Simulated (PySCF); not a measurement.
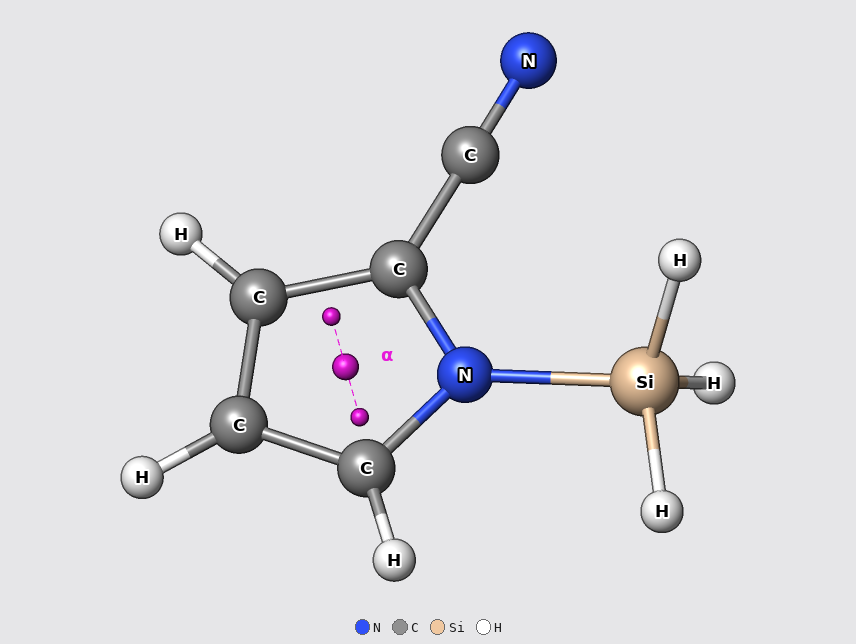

The small points mark where nucleus-independent chemical shifts (NICS) were computed: at the centre of each lettered ring and 1 Å above and below it. The computed structure is the end point of a GFN2-xTB optimisation. No frequency run is at hand to confirm it as a minimum. Method: GIAO PBE0/pcSseg-1 NMR shielding, non-relativistic, gas phase (PySCF 2.14.0).

Give NICS(0), NICS(1) and the out-of-plane component NICS(1)zz for each ring (means of the two sides).

| ring | members | NICS(0) | NICS(1) | NICS(1)zz |
| --- | --- | --- | --- | --- |
| α | C4N | −13.4 | −11.2 | −28.7 |

Values in ppm.

**What do the values say about the ring currents?**

Ring α: diatropic, as in an aromatic ring. NICS is one index among several.

The geometry is semi-empirical. Around Si such bond lengths and angles can be off by a tenth of an ångström or more and by several degrees, and values that hang on the shape move with them.
